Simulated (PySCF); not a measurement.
## Single-point calculation, with input and output: CIn (charge −1)

CIn, charge −1, multiplicity 3, computed with UKS-m06l/def2-svp (PySCF 2.14.0).

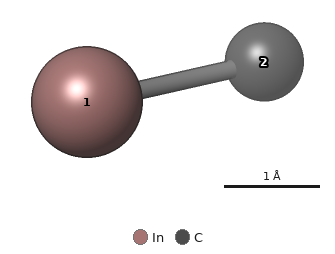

**Figure 1.** The input geometry (ball-and-stick view, seen at an oblique angle; atoms are numbered from 1 in the order of the input). Sticks mark near contacts.

## The input
```python
from pyscf import gto, dft

mol = gto.M(
    atom='In 0 0 0; C 0 0 2.2',
    basis='def2-svp',
    ecp={'In': 'def2-svp'},
    charge=-1,
    spin=2,
    verbose=4,
)
mf = dft.UKS(mol, xc='m06l')
mf.kernel()
mf.mulliken_pop()
mf.dip_moment()
print('orbital energies (hartree):', [e[max(0, n-3):n+3].round(4) for e, n in zip(mf.mo_energy, mol.nelec)])
```

Launch command:
```bash
OMP_NUM_THREADS=1 python input.py
```

## Log
```
PySCF version 2.14.0

[INPUT] verbose = 4
[INPUT] num. atoms = 2
[INPUT] num. electrons = 28
[INPUT] charge = -1
[INPUT] spin (= nelec alpha-beta = 2S) = 2
[INPUT] symmetry False subgroup None
[INPUT] Mole.unit = angstrom
[INPUT] Symbol           X                Y                Z      unit          X                Y                Z       unit  Magmom
[INPUT]  1 In     0.000000000000   0.000000000000   0.000000000000 AA    0.000000000000   0.000000000000   0.000000000000 Bohr   0.0
[INPUT]  2 C      0.000000000000   0.000000000000   2.200000000000 AA    0.000000000000   0.000000000000   4.157397474043 Bohr   0.0

nuclear repulsion = 30.3074220799636
number of shells = 16
number of NR pGTOs = 85
number of NR cGTOs = 40
basis = def2-svp
ecp = {'In': 'def2-svp'}

******** <class 'pyscf.dft.uks.UKS'> ********
method = UKS
initial guess = minao
damping factor = 0
level_shift factor = 0
DIIS = <class 'pyscf.scf.diis.CDIIS'>
diis_start_cycle = 1
diis_space = 8
diis_damp = 0
SCF conv_tol = 1e-09
SCF conv_tol_grad = None
SCF max_cycles = 50
direct_scf = True
direct_scf_tol = 1e-13
number electrons alpha = 15  beta = 13
XC library pyscf.dft.libxc version 7.0.0
    S. Lehtola, C. Steigemann, M. J.T. Oliveira, and M. A.L. Marques.,  SoftwareX 7, 1–5 (2018)
XC functionals = m06l
    Y. Zhao and D. G. Truhlar.,  J. Chem. Phys. 125, 194101 (2006)
    Y. Zhao and D. G. Truhlar.,  J. Chem. Phys. 125, 194101 (2006)
    Y. Zhao and D. G. Truhlar.,  Theor. Chem. Acc. 120, 215 (2008)
radial grids:
    Treutler-Ahlrichs [JCP 102, 346 (1995); DOI:10.1063/1.469408] (M4) radial grids

becke partition: Becke, JCP 88, 2547 (1988); DOI:10.1063/1.454033
pruning grids: <function nwchem_prune>
grids dens level: 3
symmetrized grids: False
atomic radii adjust function: <function treutler_atomic_radii_adjust>
small_rho_cutoff = 0
Set gradient conv threshold to 3.16228e-05
tot grids = 35992
init E= -207.290938841321
  alpha nocc = 15  HOMO = -0.564581228520561  LUMO = -0.452775000692711

WARN: beta  nocc = 13  HOMO -0.593489230176896 >= LUMO -0.593489230176884

WARN: HOMO -0.564581228520561 >= LUMO -0.593489230176884

cycle= 1 E= -226.474715439298  delta_E= -19.2  |g|= 1.46  |ddm|= 8.71
  alpha nocc = 15  HOMO = 0.321552896961207  LUMO = 0.340772956945824
  beta  nocc = 13  HOMO = 0.31067985292697  LUMO = 0.331944509466854
  HOMO = 0.321552896961  LUMO = 0.331944509467  gap/eV = 0.28277
cycle= 2 E= -197.356135218389  delta_E= 29.1  |g|= 6.43  |ddm|= 7.73
  alpha nocc = 15  HOMO = 0.0829756246535069  LUMO = 0.215954374566615
  beta  nocc = 13  HOMO = -0.103944682452555  LUMO = -0.10037314474462

WARN: HOMO 0.0829756246535069 >= LUMO -0.10037314474462

cycle= 3 E= -226.676537689964  delta_E= -29.3  |g|= 1.23  |ddm|= 6.23
  alpha nocc = 15  HOMO = 0.183313798872005  LUMO = 0.327570053466353
  beta  nocc = 13  HOMO = 0.1647528232366  LUMO = 0.167358791986056

WARN: HOMO 0.183313798872005 >= LUMO 0.167358791986056

cycle= 4 E= -226.839622123869  delta_E= -0.163  |g|= 0.934  |ddm|= 2.73
  alpha nocc = 15  HOMO = 0.0198165082561026  LUMO = 0.172766331509017
  beta  nocc = 13  HOMO = -0.0114478477737485  LUMO = 0.00663173109880333

WARN: HOMO 0.0198165082561026 >= LUMO 0.00663173109880333

cycle= 5 E= -227.629870977501  delta_E= -0.79  |g|= 0.721  |ddm|= 2.39
  alpha nocc = 15  HOMO = 0.00980424585005019  LUMO = 0.137102254469551
  beta  nocc = 13  HOMO = 0.037252521261907  LUMO = 0.0548950614492068
  HOMO = 0.0372525212619  LUMO = 0.0548950614492  gap/eV = 0.48008
cycle= 6 E= -228.006993314286  delta_E= -0.377  |g|= 0.446  |ddm|= 0.647
  alpha nocc = 15  HOMO = 0.0140750139161858  LUMO = 0.146316409709788
  beta  nocc = 13  HOMO = 0.0407839977567441  LUMO = 0.0662424578426748
  HOMO = 0.0407839977567  LUMO = 0.0662424578427  gap/eV = 0.69276
cycle= 7 E= -228.03879303252  delta_E= -0.0318  |g|= 0.383  |ddm|= 0.257
  alpha nocc = 15  HOMO = 0.0189564365283612  LUMO = 0.146428291769841
  beta  nocc = 13  HOMO = 0.0541209303403747  LUMO = 0.0769144302670846
  HOMO = 0.0541209303404  LUMO = 0.0769144302671  gap/eV = 0.62024
cycle= 8 E= -228.134366658928  delta_E= -0.0956  |g|= 0.228  |ddm|= 0.248
  alpha nocc = 15  HOMO = 0.0348740519619053  LUMO = 0.152238561271204
  beta  nocc = 13  HOMO = 0.0644969871257945  LUMO = 0.0811385362158035
  HOMO = 0.0644969871258  LUMO = 0.0811385362158  gap/eV = 0.45284
cycle= 9 E= -228.184913659001  delta_E= -0.0505  |g|= 0.0273  |ddm|= 0.31
  alpha nocc = 15  HOMO = 0.0321963842106427  LUMO = 0.158332944829752
  beta  nocc = 13  HOMO = 0.0699803782373429  LUMO = 0.0825203566948183
  HOMO = 0.0699803782373  LUMO = 0.0825203566948  gap/eV = 0.34123
cycle= 10 E= -228.185679002896  delta_E= -0.000765  |g|= 0.0203  |ddm|= 0.0747
  alpha nocc = 15  HOMO = 0.0294013102989799  LUMO = 0.161654391023168
  beta  nocc = 13  HOMO = 0.0702715892724193  LUMO = 0.0809198161643607
  HOMO = 0.0702715892724  LUMO = 0.0809198161644  gap/eV = 0.28975
cycle= 11 E= -228.186210582889  delta_E= -0.000532  |g|= 0.00635  |ddm|= 0.0506
  alpha nocc = 15  HOMO = 0.0286128893164694  LUMO = 0.163470480573187
  beta  nocc = 13  HOMO = 0.0712213712308305  LUMO = 0.0814510737105962
  HOMO = 0.0712213712308  LUMO = 0.0814510737106  gap/eV = 0.27836
cycle= 12 E= -228.186281448273  delta_E= -7.09e-05  |g|= 0.00297  |ddm|= 0.0174
  alpha nocc = 15  HOMO = 0.0267439997459308  LUMO = 0.165500077039267
  beta  nocc = 13  HOMO = 0.0718222195151291  LUMO = 0.0815109191913815
  HOMO = 0.0718222195151  LUMO = 0.0815109191914  gap/eV = 0.26364
cycle= 13 E= -228.186327252935  delta_E= -4.58e-05  |g|= 0.000946  |ddm|= 0.0222
  alpha nocc = 15  HOMO = 0.0258035809190268  LUMO = 0.166554056147831
  beta  nocc = 13  HOMO = 0.0720112733896693  LUMO = 0.0814567768551942
  HOMO = 0.0720112733897  LUMO = 0.0814567768552  gap/eV = 0.25703
cycle= 14 E= -228.186333379958  delta_E= -6.13e-06  |g|= 0.00045  |ddm|= 0.0117
  alpha nocc = 15  HOMO = 0.0257307846303947  LUMO = 0.166533041301751
  beta  nocc = 13  HOMO = 0.0719857773280163  LUMO = 0.0814428493833798
  HOMO = 0.071985777328  LUMO = 0.0814428493834  gap/eV = 0.25734
cycle= 15 E= -228.186333597887  delta_E= -2.18e-07  |g|= 5.75e-05  |ddm|= 0.000797
  alpha nocc = 15  HOMO = 0.025711496173604  LUMO = 0.166528802074726
  beta  nocc = 13  HOMO = 0.0719772759598804  LUMO = 0.0814350571423022
  HOMO = 0.0719772759599  LUMO = 0.0814350571423  gap/eV = 0.25736
cycle= 16 E= -228.186333601921  delta_E= -4.03e-09  |g|= 1.82e-05  |ddm|= 0.000234
  alpha nocc = 15  HOMO = 0.0257158792990622  LUMO = 0.166529024574437
  beta  nocc = 13  HOMO = 0.0719784444346723  LUMO = 0.0814365970230091
  HOMO = 0.0719784444347  LUMO = 0.081436597023  gap/eV = 0.25737
cycle= 17 E= -228.186333603215  delta_E= -1.29e-09  |g|= 1.1e-05  |ddm|= 0.000167
  alpha nocc = 15  HOMO = 0.0257157975778056  LUMO = 0.166529617386022
  beta  nocc = 13  HOMO = 0.0719787853540231  LUMO = 0.0814368678454742
  HOMO = 0.071978785354  LUMO = 0.0814368678455  gap/eV = 0.25737
cycle= 18 E= -228.186333604488  delta_E= -1.27e-09  |g|= 1.1e-05  |ddm|= 0.000197
  alpha nocc = 15  HOMO = 0.0257158914403608  LUMO = 0.166529372104835
  beta  nocc = 13  HOMO = 0.0719785833013359  LUMO = 0.0814366880323207
  HOMO = 0.0719785833013  LUMO = 0.0814366880323  gap/eV = 0.25737
cycle= 19 E= -228.186333606479  delta_E= -1.99e-09  |g|= 1.1e-05  |ddm|= 0.000309
  alpha nocc = 15  HOMO = 0.0257159231982083  LUMO = 0.166529423022874
  beta  nocc = 13  HOMO = 0.0719785962035883  LUMO = 0.0814366871277665
  HOMO = 0.0719785962036  LUMO = 0.0814366871278  gap/eV = 0.25737
cycle= 20 E= -228.186333610373  delta_E= -3.89e-09  |g|= 1.09e-05  |ddm|= 0.000606
  alpha nocc = 15  HOMO = 0.0257159721988524  LUMO = 0.166529361242185
  beta  nocc = 13  HOMO = 0.0719784402952264  LUMO = 0.0814366441312559
  HOMO = 0.0719784402952  LUMO = 0.0814366441313  gap/eV = 0.25737
cycle= 21 E= -228.186333625973  delta_E= -1.56e-08  |g|= 1.08e-05  |ddm|= 0.00244
  alpha nocc = 15  HOMO = 0.0257182686929502  LUMO = 0.166527041836401
  beta  nocc = 13  HOMO = 0.0719768980878282  LUMO = 0.0814373371177342
  HOMO = 0.0719768980878  LUMO = 0.0814373371177  gap/eV = 0.25743
cycle= 22 E= -228.186333675274  delta_E= -4.93e-08  |g|= 1.22e-05  |ddm|= 0.00789
  alpha nocc = 15  HOMO = 0.0257174138763594  LUMO = 0.166527771950488
  beta  nocc = 13  HOMO = 0.0719773570095375  LUMO = 0.0814370975405523
  HOMO = 0.0719773570095  LUMO = 0.0814370975406  gap/eV = 0.25741
cycle= 23 E= -228.186333664935  delta_E= 1.03e-08  |g|= 1.16e-05  |ddm|= 0.00168
  alpha nocc = 15  HOMO = 0.025729379347446  LUMO = 0.166515795271886
  beta  nocc = 13  HOMO = 0.0719690421569798  LUMO = 0.0814431403535533
  HOMO = 0.071969042157  LUMO = 0.0814431403536  gap/eV = 0.25780
cycle= 24 E= -228.186333755779  delta_E= -9.08e-08  |g|= 4.57e-05  |ddm|= 0.0154
  alpha nocc = 15  HOMO = 0.0257414130309229  LUMO = 0.166504263751063
  beta  nocc = 13  HOMO = 0.071961716868018  LUMO = 0.0814487369815515
  HOMO = 0.071961716868  LUMO = 0.0814487369816  gap/eV = 0.25815
cycle= 25 E= -228.186333808989  delta_E= -5.32e-08  |g|= 8e-05  |ddm|= 0.00998
  alpha nocc = 15  HOMO = 0.025713047704474  LUMO = 0.166532605467578
  beta  nocc = 13  HOMO = 0.0719804559793488  LUMO = 0.0814333604470587
  HOMO = 0.0719804559793  LUMO = 0.0814333604471  gap/eV = 0.25723
cycle= 26 E= -228.186333717199  delta_E= 9.18e-08  |g|= 2.03e-05  |ddm|= 0.0168
  alpha nocc = 15  HOMO = 0.0256913468267079  LUMO = 0.166554979370874
  beta  nocc = 13  HOMO = 0.0719948519321783  LUMO = 0.0814213656555977
  HOMO = 0.0719948519322  LUMO = 0.0814213656556  gap/eV = 0.25651
cycle= 27 E= -228.186333682351  delta_E= 3.48e-08  |g|= 8.71e-05  |ddm|= 0.00433
  alpha nocc = 15  HOMO = 0.0257789245406547  LUMO = 0.166464712210473
  beta  nocc = 13  HOMO = 0.0719344525548408  LUMO = 0.0814665173035599
  HOMO = 0.0719344525548  LUMO = 0.0814665173036  gap/eV = 0.25938
cycle= 28 E= -228.186333987459  delta_E= -3.05e-07  |g|= 0.000212  |ddm|= 0.0605
  alpha nocc = 15  HOMO = 0.0257108348411727  LUMO = 0.166535884371624
  beta  nocc = 13  HOMO = 0.0719812095215946  LUMO = 0.0814307036832743
  HOMO = 0.0719812095216  LUMO = 0.0814307036833  gap/eV = 0.25713
cycle= 29 E= -228.186333887891  delta_E= 9.96e-08  |g|= 2.29e-05  |ddm|= 0.0271
  alpha nocc = 15  HOMO = 0.0257086553414078  LUMO = 0.166538321092467
  beta  nocc = 13  HOMO = 0.0719825787652228  LUMO = 0.0814292731007688
  HOMO = 0.0719825787652  LUMO = 0.0814292731008  gap/eV = 0.25706
cycle= 30 E= -228.186333912228  delta_E= -2.43e-08  |g|= 2.95e-05  |ddm|= 0.00428
  alpha nocc = 15  HOMO = 0.0257041263310508  LUMO = 0.166543179720728
  beta  nocc = 13  HOMO = 0.0719852166669834  LUMO = 0.0814265753191163
  HOMO = 0.071985216667  LUMO = 0.0814265753191  gap/eV = 0.25691
cycle= 31 E= -228.186333964805  delta_E= -5.26e-08  |g|= 4.29e-05  |ddm|= 0.00936
  alpha nocc = 15  HOMO = 0.0258039766417063  LUMO = 0.166439994633212
  beta  nocc = 13  HOMO = 0.0719160121271274  LUMO = 0.0814805270481014
  HOMO = 0.0719160121271  LUMO = 0.0814805270481  gap/eV = 0.26026
cycle= 32 E= -228.186334086854  delta_E= -1.22e-07  |g|= 0.000299  |ddm|= 0.0673
  alpha nocc = 15  HOMO = 0.0257164989632675  LUMO = 0.166531114817332
  beta  nocc = 13  HOMO = 0.07197579893803  LUMO = 0.0814331076384269
  HOMO = 0.071975798938  LUMO = 0.0814331076384  gap/eV = 0.25735
cycle= 33 E= -228.186334145498  delta_E= -5.86e-08  |g|= 8.36e-06  |ddm|= 0.0316
  alpha nocc = 15  HOMO = 0.0257571761490063  LUMO = 0.166489123529622
  beta  nocc = 13  HOMO = 0.0719470265406152  LUMO = 0.0814577719773289
  HOMO = 0.0719470265406  LUMO = 0.0814577719773  gap/eV = 0.25880
cycle= 34 E= -228.186334158729  delta_E= -1.32e-08  |g|= 0.000144  |ddm|= 0.0403
  alpha nocc = 15  HOMO = 0.0256845962976755  LUMO = 0.166565067655535
  beta  nocc = 13  HOMO = 0.0719967698741723  LUMO = 0.0814169726915859
  HOMO = 0.0719967698742  LUMO = 0.0814169726916  gap/eV = 0.25634
cycle= 35 E= -228.186334182532  delta_E= -2.38e-08  |g|= 0.000103  |ddm|= 0.019
  alpha nocc = 15  HOMO = 0.0256916778346917  LUMO = 0.166557811365118
  beta  nocc = 13  HOMO = 0.0719922394892932  LUMO = 0.0814203635206637
  HOMO = 0.0719922394893  LUMO = 0.0814203635207  gap/eV = 0.25655
cycle= 36 E= -228.186334185931  delta_E= -3.4e-09  |g|= 8.08e-05  |ddm|= 0.00165
  alpha nocc = 15  HOMO = 0.0256985669122281  LUMO = 0.166550394598483
  beta  nocc = 13  HOMO = 0.0719873995378814  LUMO = 0.0814245130555333
  HOMO = 0.0719873995379  LUMO = 0.0814245130555  gap/eV = 0.25680
cycle= 37 E= -228.186334192521  delta_E= -6.59e-09  |g|= 5.62e-05  |ddm|= 0.00298
  alpha nocc = 15  HOMO = 0.0257277347003443  LUMO = 0.166520083244441
  beta  nocc = 13  HOMO = 0.07196763593408  LUMO = 0.081440456646651
  HOMO = 0.0719676359341  LUMO = 0.0814404566467  gap/eV = 0.25777
cycle= 38 E= -228.186334194397  delta_E= -1.88e-09  |g|= 4.22e-05  |ddm|= 0.00787
  alpha nocc = 15  HOMO = 0.0257204062016085  LUMO = 0.166527755749442
  beta  nocc = 13  HOMO = 0.0719726569725081  LUMO = 0.0814363366408647
  HOMO = 0.0719726569725  LUMO = 0.0814363366409  gap/eV = 0.25752
cycle= 39 E= -228.186334197119  delta_E= -2.72e-09  |g|= 1.72e-05  |ddm|= 0.0023
  alpha nocc = 15  HOMO = 0.0257153222786822  LUMO = 0.166533058624942
  beta  nocc = 13  HOMO = 0.0719761269937585  LUMO = 0.0814335053746845
  HOMO = 0.0719761269938  LUMO = 0.0814335053747  gap/eV = 0.25735
cycle= 40 E= -228.186334197644  delta_E= -5.25e-10  |g|= 9.74e-08  |ddm|= 0.00147
  alpha nocc = 15  HOMO = 0.0257153257109319  LUMO = 0.16653302074022
  beta  nocc = 13  HOMO = 0.0719761077653574  LUMO = 0.0814335154262616
  HOMO = 0.0719761077654  LUMO = 0.0814335154263  gap/eV = 0.25735
```

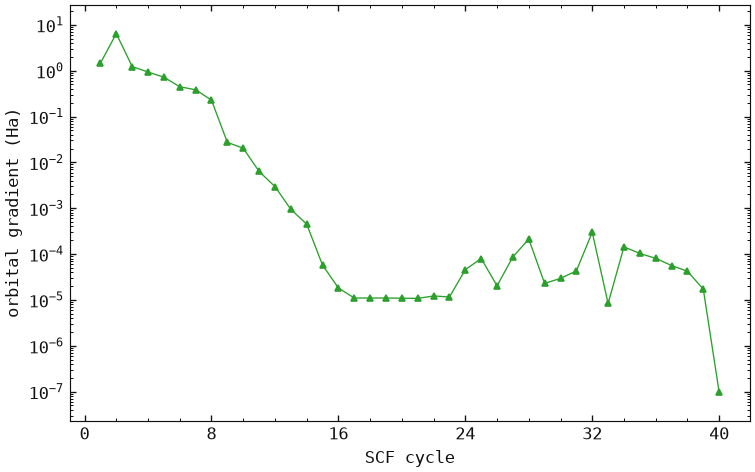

**Figure 2.** Convergence of the self-consistent field: orbital gradient against the SCF cycle. The residual falls unevenly and jumps up by a factor of two or more 6 times on the way down.

```
Extra cycle  E= -228.186334197643  delta_E= 6.82e-13  |g|= 2.14e-07  |ddm|= 4.02e-07
converged SCF energy = -228.186334197643  <S^2> = 2.2647892  2S+1 = 3.1716174
 ** Mulliken pop       alpha | beta **
pop of  0 In 4s        1.30243 | 1.30244
pop of  0 In 5s       -0.30222 | -0.30221
pop of  0 In 6s        0.49161 | 0.51954
pop of  0 In 7s        0.46221 | 0.41175
pop of  0 In 4px       0.54177 | 0.54321
pop of  0 In 4py       0.54180 | 0.53773
pop of  0 In 4pz       0.53618 | 0.54206
pop of  0 In 5px       0.45883 | 0.45703
pop of  0 In 5py       0.45901 | 0.46399
pop of  0 In 5pz       0.46643 | 0.45903
pop of  0 In 6px       0.07348 | 0.02449
pop of  0 In 6py       0.06824 | 0.18730
pop of  0 In 6pz       0.21361 | 0.07294
pop of  0 In 7px       0.10207 | 0.05860
pop of  0 In 7py       0.12727 | 0.44465
pop of  0 In 7pz       0.10609 | 0.07526
pop of  0 In 4dxy      0.96552 | 0.96430
pop of  0 In 4dyz      0.96579 | 0.96450
pop of  0 In 4dz^2     0.96394 | 0.96315
pop of  0 In 4dxz      0.96473 | 0.96466
pop of  0 In 4dx2-y2    0.96553 | 0.96429
pop of  0 In 5dxy      0.03462 | 0.03570
pop of  0 In 5dyz      0.04185 | 0.03751
pop of  0 In 5dz^2     0.04407 | 0.04623
pop of  0 In 5dxz      0.04406 | 0.03513
pop of  0 In 5dx2-y2    0.03467 | 0.03571
pop of  1 C 1s        0.99547 | 0.99554
pop of  1 C 2s        0.60336 | 0.48121
pop of  1 C 3s        0.34069 | 0.37663
pop of  1 C 2px       0.43711 | 0.01537
pop of  1 C 2py       0.42518 | 0.11487
pop of  1 C 2pz       0.45469 | 0.03180
pop of  1 C 3px       0.37764 | 0.01758
pop of  1 C 3py       0.37057 | 0.13274
pop of  1 C 3pz       0.32021 | 0.02388
pop of  1 C 3dxy      0.00001 | 0.00002
pop of  1 C 3dyz      0.00029 | 0.00050
pop of  1 C 3dz^2     0.00085 | 0.00070
pop of  1 C 3dxz      0.00031 | 0.00014
pop of  1 C 3dx2-y2    0.00002 | 0.00002
In total            15.00000 | 13.00000
 ** Mulliken atomic charges   ( Nelec_alpha | Nelec_beta ) **
charge of  0In =     -0.48260  (    10.67360     10.80900 )
charge of  1C =     -0.51740  (     4.32640      2.19100 )

WARN: System has nonzero charge -1; the dipole moment is origin-dependent.
Location of origin: [0. 0. 0.]

Dipole moment(X, Y, Z, Debye):  0.00000, -0.00000, -4.57788
orbital energies (hartree): [array([0.01  , 0.0208, 0.0257, 0.1228, 0.1297, 0.1975]), array([-0.2081, -0.058 ,  0.072 ,  0.0814,  0.1037,  0.1665])]
```

## Key numbers

```csv
quantity,value
outcome,converged
SCF energy,−228.186334 hartree
⟨S²⟩,2.265
hardware,"1 CPU thread, shared host"
wall time,10 s
```

## Notes

⟨S²⟩ is 2.26 against 2.00 for a pure state: the solution is spin-contaminated.
